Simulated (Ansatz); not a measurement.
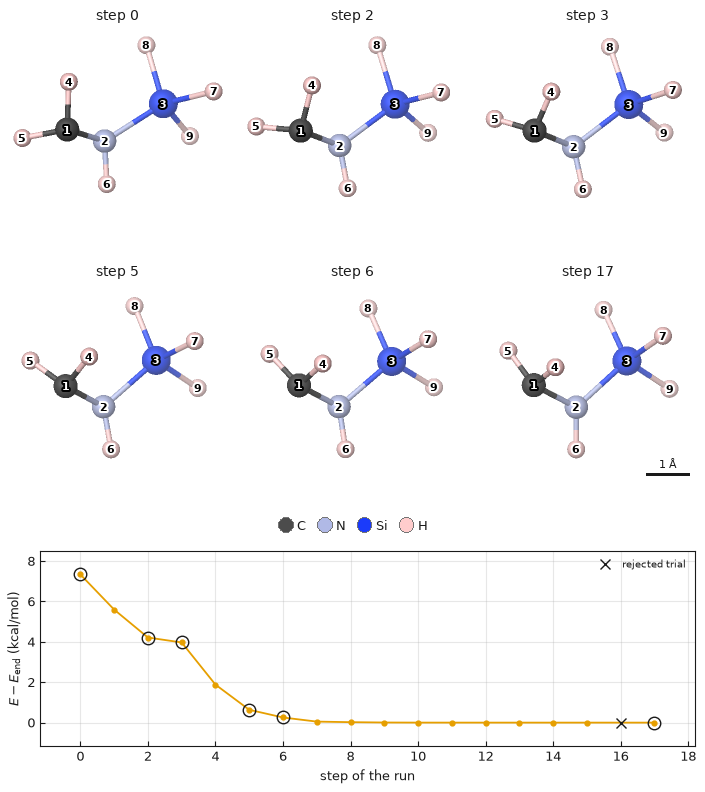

Frames of a relaxation of CH₆NSi (charge −1), marked on the history of the run. A ball-and-stick model, seen at a tilt.

Level of theory: RKS PBE0-D4/def2-TZVPD (Ansatz 0.2.0).

The input:
```yaml
crystal:
  periodic: [false, false, false]
  atoms:
    - {symbol: C, position_ang: [-0.411650, 0.997340, -1.291850]}
    - {symbol: N, position_ang: [-0.233390, 0.622420, 0.144700]}
    - {symbol: Si, position_ang: [0.507910, -0.773290, 0.717290]}
    - {symbol: H, position_ang: [-0.543220, 0.018610, -1.825880]}
    - {symbol: H, position_ang: [-1.440690, 1.468780, -1.319330]}
    - {symbol: H, position_ang: [-0.055090, 1.468800, 0.675760]}
    - {symbol: H, position_ang: [1.891580, -1.243460, 0.334510]}
    - {symbol: H, position_ang: [-0.322350, -1.954110, 0.370060]}
    - {symbol: H, position_ang: [0.606900, -0.605100, 2.194750]}
basis:
  gaussian: {orbitals: def2-TZVPD}
total_charge: -1
hamiltonian: {xc: pbe0, dispersion: d4}
relax: {f_tol: 0.005, max_steps: 200}
```

Run as
```bash
ansatz run in.yaml --threads 2 --pin off --events-out ev --progress --plain --max-ram 4352MiB
```

> Describe the path.

The largest move after the best rigid fit is that of H5, 1.11 Å. Largest moves by element: H 1.11 Å, N 0.24 Å, C 0.21 Å, Si 0.16 Å. Some distances before and after: Si3–H9 1.490 → 1.526 Å, C1–H5 1.132 → 1.103 Å, C1–N2 1.495 → 1.473 Å, C1–H4 1.123 → 1.104 Å. Bond angles that change, for instance: N2–Si3–H7 125.2° → 114.9°, C1–N2–H6 108.3° → 118.2°, C1–N2–Si3 126.0° → 116.7°. Over 16 accepted moves (17 points after the start) the energy falls by 7.34 kcal/mol. The largest force component goes from 0.67 to 0.003 eV/Å. The line search rejected the trial step at point 16 of the run. The forces were under the threshold at step 11, but the run went on from there. The run took 72 s on 2 threads of Arm Neoverse V1 (shared host). From step 0 to 2: H5 moves most (0.28 Å), energy −3.12 kcal/mol. From step 2 to 3: H atoms move most (0.19 Å), energy −0.25 kcal/mol. From step 3 to 5: H5 moves most (0.36 Å), energy −3.33 kcal/mol. From step 5 to 6: H4 moves most (0.19 Å), energy −0.38 kcal/mol. From step 6 to 17: H6 moves most (0.15 Å), energy −0.25 kcal/mol.

```csv
step,"E − E(0), kcal/mol","largest force component, eV/Å",note
0,0.00,0.6682,
1,-1.74,0.3576,
2,-3.12,0.4637,
3,-3.37,1.3940,
4,-5.45,0.5926,
5,-6.70,0.2227,
6,-7.08,0.2733,
7,-7.29,0.2604,
8,-7.31,0.2008,
9,-7.33,0.0309,
10,-7.34,0.0076,
11,-7.34,0.0036,
12,-7.34,0.0085,
13,-7.34,0.0077,
14,-7.34,0.0080,
15,-7.34,0.0055,
16,-7.34,0.0022,rejected
17,-7.34,0.0030,
```
